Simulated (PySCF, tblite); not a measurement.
# C5H8N2OSi: geometry, infrared bands and NMR shifts

What infrared bands and NMR shifts should C5H8N2OSi (`N#C[C@H]1C[Si@H](C(N)=O)C1`) show?

Computed with tblite 0.8.0 and PySCF 2.14.0, with density-fitted response routines of our own, on a single molecule in the gas phase. Atoms count from 0, in the outputs and in this text.

## Step 1: The starting structure

17 atoms, charge 0, multiplicity 1; geometry from: force field or distance geometry start.

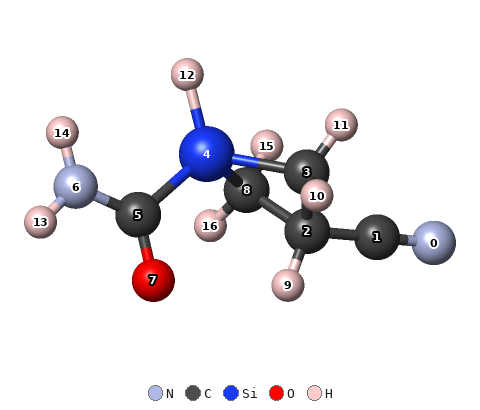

The starting geometry (nitrogen light blue, carbon dark grey, silicon blue, oxygen red, hydrogen pink), atoms numbered.

## Step 2: Geometry optimisation with GFN2-xTB

The job: settings as JSON, then the geometry in Å.

```
{"job": {"kind": "relax", "xc": "GFN2-xTB", "basis": "xTB"}, "charge": 0, "multiplicity": 1}
N      4.186200    -0.057600     0.137600
C      3.016500    -0.137400     0.170700
C      1.579200    -0.243800     0.223900
C      0.835000     1.152300     0.371300
Si    -0.598600     0.434900    -0.628600
C     -1.905000    -0.491800     0.331800
N     -3.229000    -0.311000     0.070300
O     -1.497500    -1.250700     1.208200
C      0.914600    -0.582500    -1.168000
H      1.265200    -0.957300     1.007500
H      0.585200     1.419900     1.406000
H      1.316400     1.987900    -0.116300
H     -1.123200     1.358700    -1.675500
H     -3.891700    -0.840800     0.624900
H     -3.590100     0.318900    -0.635900
H      1.409200    -0.149900    -2.030500
H      0.720400    -1.637900    -1.341000
```

The run is started by

```bash
> OMP_NUM_THREADS=1 python probes_run.py task.json out
```

One launch serves the whole session: the jobs run in the order shown.

Log:

```text
step      E/eV     max force
  0    -716.50740    3.325
  1    -716.38784   10.471
  2    -716.69452    0.932
  3    -716.73189    0.793
  4    -716.77293    0.475
  5    -716.79925    0.452
  6    -716.80950    0.275
  7    -716.82099    0.216
  8    -716.82619    0.243
  9    -716.82911    0.164
 10    -716.83114    0.115
 11    -716.83323    0.158
 12    -716.83523    0.169
 13    -716.83698    0.139
 14    -716.83872    0.131
 15    -716.84076    0.206
 16    -716.84274    0.204
 17    -716.84425    0.131
 18    -716.84533    0.099
 19    -716.84635    0.125
 20    -716.84744    0.125
 21    -716.84843    0.104
 22    -716.84928    0.100
 23    -716.85020    0.088
 24    -716.85127    0.099
 25    -716.85221    0.083
 26    -716.85279    0.046
 27    -716.85317    0.041
 28    -716.85359    0.070
 29    -716.85426    0.094
 30    -716.85526    0.120
 31    -716.85638    0.114
 32    -716.85722    0.083
 33    -716.85772    0.061
 34    -716.85814    0.069
 35    -716.85866    0.087
 36    -716.85927    0.082
 37    -716.85988    0.064
 38    -716.86037    0.055
 39    -716.86083    0.052
 40    -716.86135    0.067
 41    -716.86196    0.072
 42    -716.86254    0.055
 43    -716.86295    0.046
 44    -716.86324    0.043
 45    -716.86355    0.057
 46    -716.86395    0.065
 47    -716.86447    0.053
 48    -716.86498    0.100
 49    -716.86536    0.044
 50    -716.86565    0.088
 51    -716.86593    0.051
 52    -716.86628    0.050
 53    -716.86677    0.092
 54    -716.86732    0.125
 55    -716.86816    0.156
 56    -716.86942    0.144
 57    -716.87115    0.107
 58    -716.87288    0.187
 59    -716.87408    0.050
 60    -716.87507    0.297
 61    -716.87587    0.220
 62    -716.87720    0.066
 63    -716.87784    0.071
 64    -716.87855    0.113
 65    -716.87905    0.230
 66    -716.87948    0.060
 67    -716.87967    0.070
 68    -716.87979    0.062
 69    -716.87988    0.067
 70    -716.88005    0.054
 71    -716.88025    0.049
 72    -716.88043    0.036
 73    -716.88056    0.101
 74    -716.88085    0.067
 75    -716.88120    0.041
 76    -716.88164    0.149
 77    -716.88122    0.173
 78    -716.88219    0.078
 79    -716.88237    0.116
 80    -716.88272    0.113
 81    -716.88303    0.164
 82    -716.88341    0.070
 83    -716.87959    0.695
 84    -716.88389    0.036
 85    -716.88413    0.067
 86    -716.88286    0.583
 87    -716.88465    0.036
 88    -716.88496    0.068
 89    -716.88259    0.654
 90    -716.88534    0.062
 91    -716.88560    0.074
 92    -716.88344    0.642
 93    -716.88604    0.056
 94    -716.88632    0.070
 95    -716.88447    0.567
 96    -716.88676    0.051
 97    -716.88699    0.061
 98    -716.88697    0.268
 99    -716.88744    0.063
100    -716.88756    0.062
101    -716.88777    0.093
102    -716.88784    0.029
103    -716.88789    0.021
104    -716.88790    0.014
105    -716.88792    0.011
106    -716.88795    0.013
107    -716.88796    0.014
108    -716.88798    0.009
```

It took 1.4 s on 1 thread of Arm Neoverse N1, shared host; peak memory 0.18 GiB.

Relaxation path: (not every step is listed) (the energy doesn't fall at every step)

```
step  energy from step 0 (eV)  largest force (eV/Å)
   0                   0.0000                3.3253
   1                   0.1196               10.4706
   2                  -0.1871                0.9319
   3                  -0.2245                0.7934
   4                  -0.2655                0.4749
   5                  -0.2919                0.4525
   6                  -0.3021                0.2755
   7                  -0.3136                0.2159
   8                  -0.3188                0.2428
  17                  -0.3369                0.1309
  26                  -0.3454                0.0461
  35                  -0.3513                0.0867
  44                  -0.3558                0.0432
  53                  -0.3594                0.0920
  62                  -0.3698                0.0660
  71                  -0.3729                0.0491
  80                  -0.3753                0.1130
  89                  -0.3752                0.6537
  98                  -0.3796                0.2683
 103                  -0.3805                0.0207
 104                  -0.3805                0.0136
 105                  -0.3805                0.0109
 106                  -0.3806                0.0127
 107                  -0.3806                0.0145
 108                  -0.3806                0.0086
```

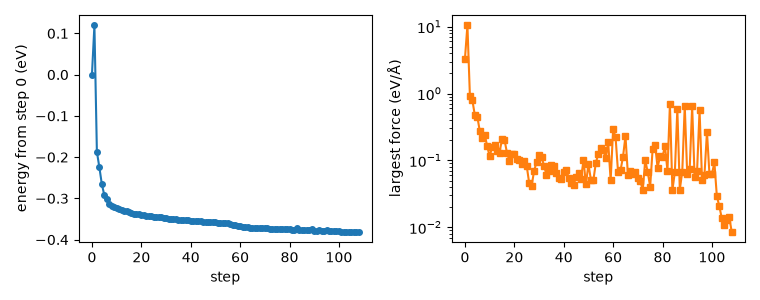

Energy and largest force along the relaxation.

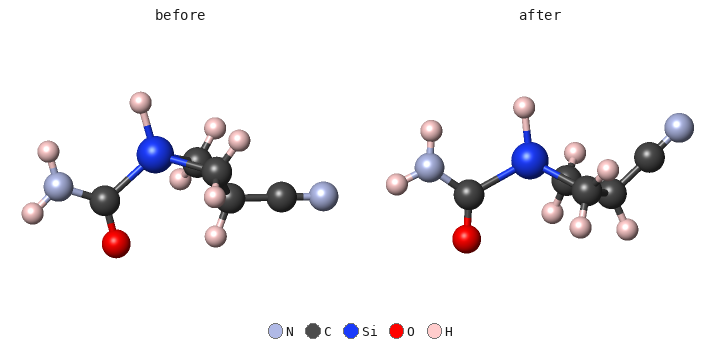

Before and after, at one scale.

Distances of close pairs at the start and the end, largest changes first:

```
   bond  before (Å)  after (Å)  change (Å)
 Si4–C5       1.868      1.919      +0.051
  C2–C3       1.589      1.551      -0.038
  C2–C8       1.579      1.550      -0.029
  N0–C1       1.173      1.144      -0.028
Si4–H12       1.492      1.469      -0.023
 C3–Si4       1.889      1.912      +0.022
  C5–O7       1.229      1.215      -0.014
  C5–N6       1.362      1.349      -0.012
```

The end geometry stands in the next job.

## Step 3: Vibrational analysis with GFN2-xTB

The job: settings as JSON, then the geometry in Å.

```
{"job": {"kind": "ir", "xc": "GFN2-xTB", "basis": "xTB"}, "charge": 0, "multiplicity": 1}
N      3.600975     1.137355    -1.205238
C      2.836360     0.546535    -0.592038
C      1.854446    -0.177109     0.162542
C      0.835047     0.793090     0.813400
Si    -0.491883     0.293674    -0.468805
C     -2.117042    -0.425114     0.254530
N     -3.279443     0.005971    -0.278489
O     -2.086427    -1.236000     1.158880
C      0.908769    -0.971071    -0.774861
H      2.376517    -0.808545     0.886310
H      0.607917     0.498735     1.835727
H      1.170319     1.827692     0.828168
H     -0.768866     1.253499    -1.545168
H     -4.151796    -0.354915     0.079257
H     -3.306116     0.673078    -1.027032
H      1.293385    -1.077815    -1.786531
H      0.710841    -1.967032    -0.384167
```

Log:

```text
mode    cm-1     km/mol
  1      25.7     11.77
  2      27.9      7.13
  3      77.6      7.03
  4      98.1      1.31
  5     187.1      0.72
  6     223.6      8.92
  7     278.6     13.41
  8     297.9    156.69
  9     376.3     14.98
 10     444.3     11.86
 11     460.9     10.09
 12     526.3     46.28
 13     556.7     93.87
 14     580.0     12.34
 15     619.4     77.23
 16     623.5     18.92
 17     674.7     53.22
 18     681.9      1.90
 19     715.6    104.51
 20     761.6    128.95
 21     817.3     45.10
 22     888.3     29.54
 23    1012.5      0.91
 24    1022.7      3.69
 25    1030.0     22.58
 26    1065.7      0.03
 27    1122.5      3.73
 28    1154.6      0.03
 29    1196.5      8.38
 30    1212.7      0.03
 31    1270.2    127.02
 32    1286.0      3.90
 33    1449.2      8.40
 34    1453.2      3.20
 35    1455.6     88.56
 36    1713.0    340.56
 37    2222.1    337.79
 38    2402.6    224.36
 39    2944.5     20.03
 40    3010.1      2.85
 41    3013.2     42.26
 42    3017.7     20.17
 43    3019.8      0.35
 44    3425.4      4.27
 45    3539.1      7.15
```

It took 1.2 s on 1 thread of Arm Neoverse N1, shared host; peak memory 0.18 GiB.

Which atoms move in the most intense modes:

```
cm⁻¹  km/mol                                 atoms
 298   156.7                     H14 68 %, N6 18 %
 557    93.9                     C1 40 %, H12 31 %
 716   104.5  Si4 27 %, C8 22 %, C3 21 %, H15 11 %
 762   128.9  C3 17 %, C8 17 %, H10 12 %, H16 12 %
1270   127.0            C5 57 %, N6 18 %, H13 18 %
1713   340.6                      C5 61 %, O7 36 %
2222   337.8                              H12 97 %
2403   224.4                      C1 60 %, N0 39 %
```

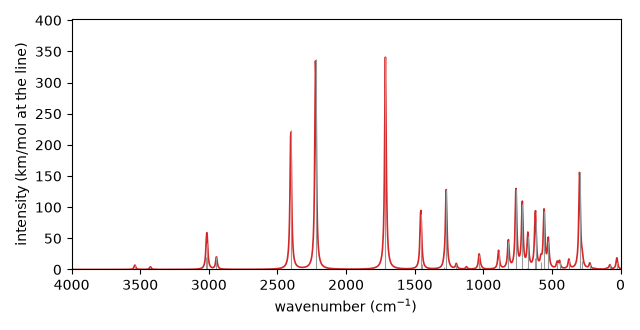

The infrared spectrum from these modes, unscaled. Lines are broadened to a width of 14 cm⁻¹ (Lorentzian).

## Step 4: Shielding tensors: PBE0/pcSseg-1

Settings changed since step 3:

```diff
@@ -1,2 +1,2 @@
-{"job": {"kind": "ir", "xc": "GFN2-xTB", "basis": "xTB"}, "charge": 0, "multiplicity": 1}
+{"job": {"kind": "nmr", "xc": "PBE0", "basis": "pcSseg-1"}, "charge": 0, "multiplicity": 1}
 N      3.600975     1.137355    -1.205238
```

Level: GIAO PBE0/pcSseg-1 NMR shielding, non-relativistic, gas phase.

Log:

```text
coarse grid: 15224 points
cycle   1  E = -668.6908392214  dE =  1.429e+00  |g| = 9.331e-01  |ddm| = 3.901e+00
cycle   2  E = -667.8831882968  dE =  8.077e-01  |g| = 2.157e+00  |ddm| = 2.806e+00
cycle   3  E = -668.8656122023  dE = -9.824e-01  |g| = 2.459e-01  |ddm| = 2.249e+00
cycle   4  E = -668.8756621566  dE = -1.005e-02  |g| = 1.358e-01  |ddm| = 2.722e-01
cycle   5  E = -668.8788530883  dE = -3.191e-03  |g| = 5.328e-02  |ddm| = 1.032e-01
cycle   6  E = -668.8794126925  dE = -5.596e-04  |g| = 1.650e-02  |ddm| = 4.527e-02
cycle   7  E = -668.8794710801  dE = -5.839e-05  |g| = 3.836e-03  |ddm| = 1.440e-02
cycle   8  E = -668.8794742867  dE = -3.207e-06  |g| = 9.786e-04  |ddm| = 3.857e-03
final grid: 144136 points
cycle   9  E = -668.9389916040  dE = -1.728e-05  |g| = 1.369e-02  |ddm| = 3.298e-02
cycle  10  E = -668.9388916951  dE =  9.991e-05  |g| = 2.665e-02  |ddm| = 2.636e-02
cycle  11  E = -668.9390276749  dE = -1.360e-04  |g| = 2.941e-03  |ddm| = 1.870e-02
cycle  12  E = -668.9390296071  dE = -1.932e-06  |g| = 3.300e-04  |ddm| = 2.642e-03
cycle  13  E = -668.9390296305  dE = -2.339e-08  |g| = 1.228e-04  |ddm| = 4.100e-04
cycle  14  E = -668.9390296340  dE = -3.504e-09  |g| = 3.426e-05  |ddm| = 1.339e-04
cycle  15  E = -668.9390296341  dE = -1.205e-10  |g| = 2.589e-05  |ddm| = 3.941e-05
converged SCF energy = -668.9390296341

GIAO shielding tensors (ppm)
atom      isotropic    diamagn.    paramagn.     s11        s22        s33       span
  0 N      -32.809     340.032    -372.841   -197.376   -169.400    268.349    465.725
  1 C       57.299     260.562    -203.263    -68.545    -55.908    296.351    364.896
  2 C      166.462     253.332     -86.869    159.087    165.529    174.771     15.684
  3 C      167.256     253.350     -86.094    139.362    165.811    196.596     57.234
  4 Si     372.244     880.733    -508.489    330.442    392.924    393.366     62.924
  5 C        6.853     253.896    -247.043    -80.465      1.880     99.144    179.609
  6 N      131.818     321.106    -189.288     12.755    147.322    235.376    222.621
  7 O     -143.044     400.779    -543.823   -520.799   -242.123    333.790    854.589
  8 C      167.362     253.609     -86.247    139.693    165.833    196.560     56.867
  9 H       28.548      29.350      -0.802     24.479     26.765     34.401      9.922
 10 H       29.408      31.895      -2.486     26.222     27.370     34.632      8.410
 11 H       30.024      31.441      -1.418     25.941     28.164     35.966     10.026
 12 H       26.437      30.414      -3.977     22.726     26.359     30.225      7.499
 13 H       26.392      28.096      -1.704     21.167     23.324     34.686     13.519
 14 H       26.229      31.287      -5.058     21.918     25.330     31.439      9.521
 15 H       30.030      31.224      -1.194     25.940     28.171     35.978     10.038
 16 H       29.414      31.721      -2.307     26.225     27.374     34.644      8.419
```

Wall time 80 s (1 thread of Arm Neoverse N1, shared host); peak memory 0.87 GiB.

Shifts follow as δ = σ(reference) − σ, with reference shieldings (ppm) from runs at the same level and on the same kind of geometry: 1H TMS 31.72, 13C TMS 186.9, 29Si TMS 349.2, 15N NH3 267.7, 17O H2O 336.1. The references are single molecules in the gas phase, so shifts against H2O, NH3, PH3, H3PO4 or CFCl3 are not on the usual liquid scales and can be off by tens of ppm. Atoms listed in one row are averaged.

```
   atoms                                                environment  σ (ppm)  δ (ppm)  δ scaled to CDCl3
      C5                                            carbonyl carbon      6.9    180.1              173.8
      C1                                             nitrile carbon     57.3    129.6              124.6
      C2                                      sp3 CH α to a nitrile    166.5     20.5               18.1
  C3, C8                                       sp3 CH2 bonded to Si    167.3     19.6               17.2
H13, H14                         hydrogen on an amide-type nitrogen    26.31     5.41                  –
     H12  hydrogen on a silicon bonded to 3 C, in a 4-membered ring    26.44     5.28                  –
      H9                       hydrogen on an sp3 CH α to a nitrile    28.55     3.17               3.09
H10, H16                        hydrogen on an sp3 CH2 bonded to Si    29.41     2.31               2.28
H11, H15                        hydrogen on an sp3 CH2 bonded to Si    30.03     1.69               1.70
      N0                                           nitrile nitrogen    -32.8    300.5                  –
      N6                                        amide-type nitrogen    131.8    135.9                  –
     Si4             silicon bonded to 3 C, H, in a 4-membered ring    372.2    -23.1                  –
      O7                                 amide-type carbonyl oxygen   -143.0    479.1                  –
```

The scaled column applies a straight-line fit of computed shieldings to shifts measured in CDCl3 (root-mean-square error 0.16 ppm for H, 1.9 ppm for C).

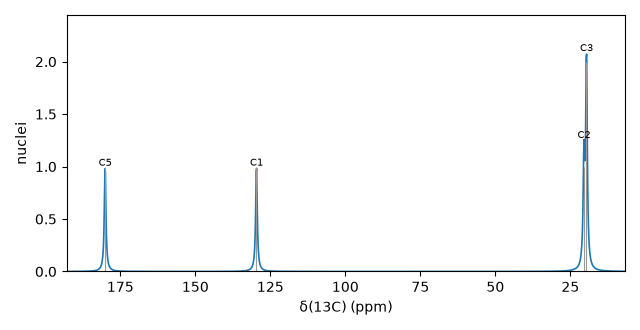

13C lines at the computed shifts, without couplings. Lines are broadened to a width of 0.64 ppm (Lorentzian).

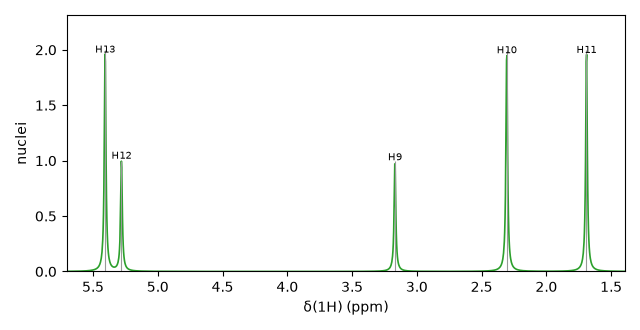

1H lines at the computed shifts, without couplings. Lines are broadened to a width of 0.01 ppm (Lorentzian).

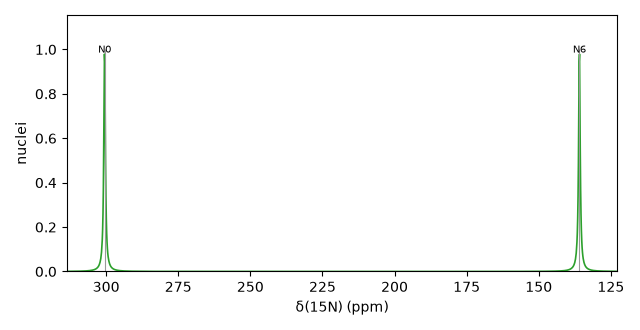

15N lines at the computed shifts, without couplings. Lines are broadened to a width of 0.66 ppm (Lorentzian).

The run also stored atomic charges by several schemes (e):

```
 atoms  Mulliken    IAO  Hirshfeld  ESP fit
    N0     -0.25  -0.26      -0.24    -0.44
    C1      0.13   0.14       0.09     0.24
    C2     -0.29  -0.14       0.00     0.25
C3, C8     -0.45  -0.53      -0.15    -0.49
   Si4      0.80   0.83       0.37     0.48
    C5      0.18   0.20       0.08     0.51
    N6     -0.38  -0.49      -0.17    -0.87
    O7     -0.43  -0.48      -0.29    -0.50
```

IAO charges:

N0 -0.26; C1 0.14; C2 -0.14; C3 -0.53; Si4 0.83; C5 0.20; N6 -0.49; O7 -0.48; C8 -0.53; H9 0.18; H10 0.17; H11 0.16; H12 -0.12; H13 0.28; H14 0.28; H15 0.16; H16 0.17

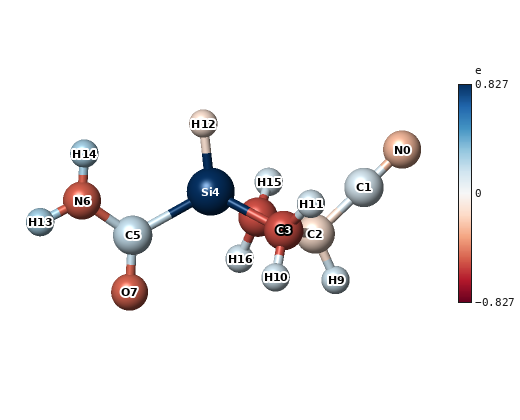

IAO charges, as colours on the atoms.

Mayer bond orders: N0–C1 3.06, C1–C2 0.98, C2–C3 0.96, C3–Si4 0.95, Si4–C5 0.81, C5–N6 1.18, C5–O7 1.81, Si4–C8 0.95, C8–C2 0.96.

Ring of atoms C2, C3, Si4, C8: NICS(0) 1.1, NICS(1) -0.6, NICS(1)zz 4.9 ppm (means of both faces).

Orbitals, density, ELF and potential are computed afterwards from the orbital file.

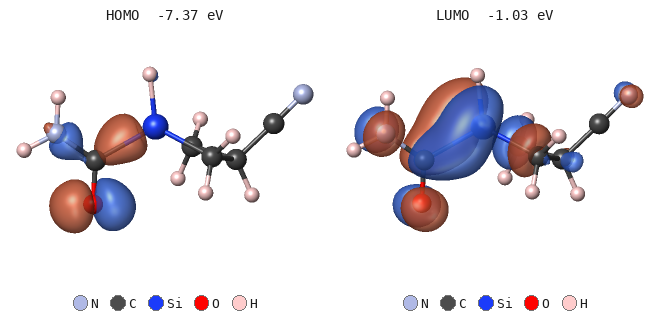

Frontier orbitals at PBE0/pcSseg-1; each surface holds 70 % of the orbital's density, blue and red mark the sign.

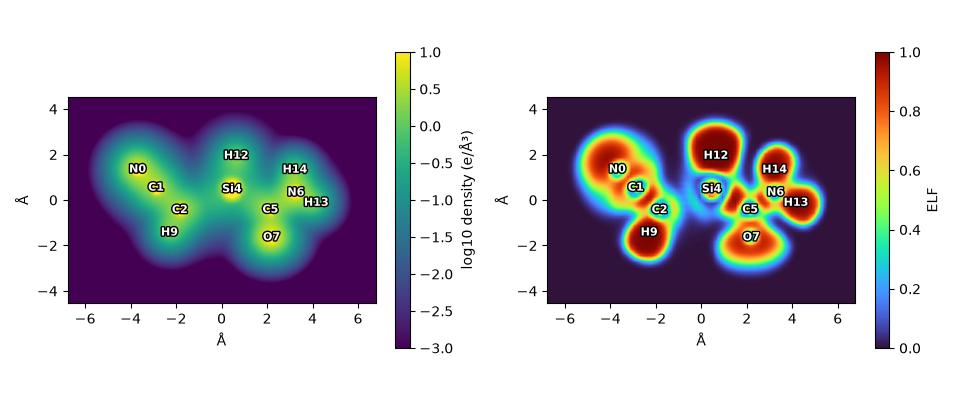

Density (left) and ELF (right) in a plane through or near 11 of the atoms.

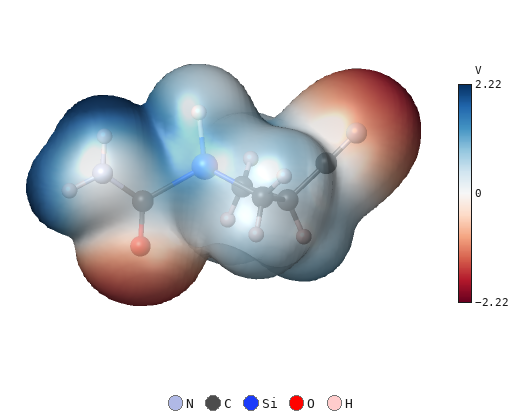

The potential that a unit positive charge feels on the 0.002 e/bohr³ surface, from -1.83 V near N0 to 2.22 V near H14.

## Step 5: Results

| quantity | value |
| --- | --- |
| strongest single infrared mode (GFN2-xTB) | 1713 cm⁻¹, 341 km/mol |
| zero-point energy (GFN2-xTB) | 77.2 kcal/mol |
| 13C shifts against TMS (PBE0/pcSseg-1, means over atoms taken as alike) | 180.1, 129.6, 20.5, 19.6 ppm |
| 1H shifts against TMS (PBE0/pcSseg-1, means over atoms taken as alike) | 5.41, 5.28, 3.17, 2.31, 1.69 ppm |
| 15N shifts against NH3 (PBE0/pcSseg-1) | 300.5, 135.9 ppm |
| 29Si shifts against TMS (PBE0/pcSseg-1) | -23.1 ppm |
| 17O shifts against H2O (PBE0/pcSseg-1) | 479.1 ppm |
| surface potential, least and greatest | -1.83 V and 2.22 V |

Relaxing lowered the energy by 0.381 eV in 108 steps; the close pair that moved most is Si4–C5, from 1.868 to 1.919 Å. No mode is imaginary among the 45: a minimum at this level. The strongest single mode, at 1713 cm⁻¹, moves mainly C5 and O7. GFN2-xTB is a fitted tight-binding method: band positions and strengths are rough. Its intensities can rank the bands wrongly. At PBE0/pcSseg-1: The widest tensor belongs to O7: span 855 ppm, with a paramagnetic part of -544 ppm. By nearest atom (PBE0/pcSseg-1), the HOMO sits on O7 62 %; C5 11 % and the LUMO on C5 24 %; Si4 21 %.
